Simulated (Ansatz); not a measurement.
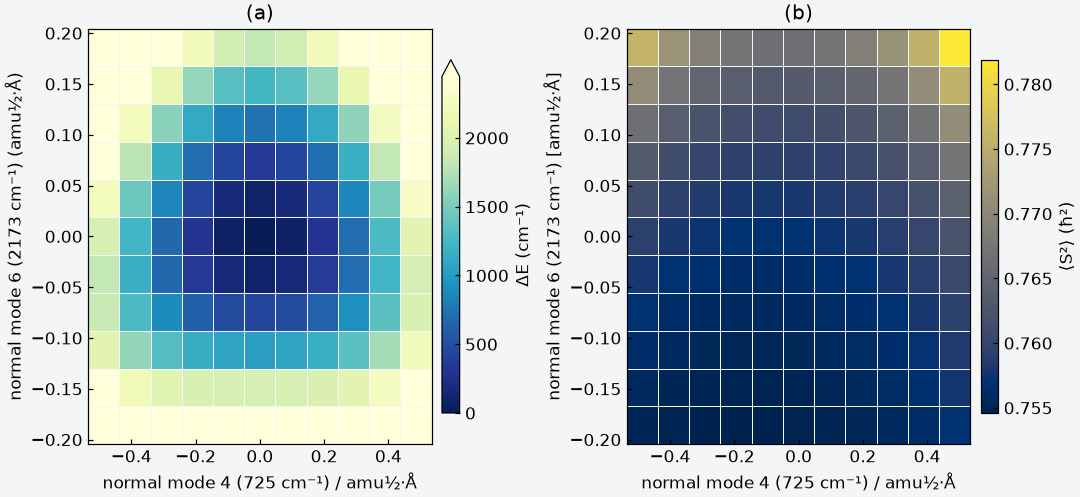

ClFGeH, SMILES [F][GeH][Cl], spin multiplicity 2. Coordinates scanned: (1) normal mode 4 (725 cm⁻¹); (2) normal mode 6 (2173 cm⁻¹). Nothing is relaxed (straight displacements along the two mass-weighted modes). The scan uses an 11 × 11 grid. Points are written as (first, second). Energies are in cm⁻¹, from the lowest grid point. The calculation used UHF/def2-TZVP in Ansatz.

Panel (a) is the energy and panel (b) the computed ⟨S²⟩ on the same grid.

The picture shows one coloured cell a grid point, one colour for all values above the top of the scale.

> How does the ⟨S²⟩ vary over the map, and what is it at the lowest grid point?

Leaving out the highest fifth of the energies, it runs from 0.75 ħ² at (−0.194 amu½·Å, −0.149 amu½·Å) to 0.77 ħ² at (0.194 amu½·Å, 0.186 amu½·Å). At the lowest grid point, (0.000 amu½·Å, 0.000 amu½·Å), it is 0.76 ħ².
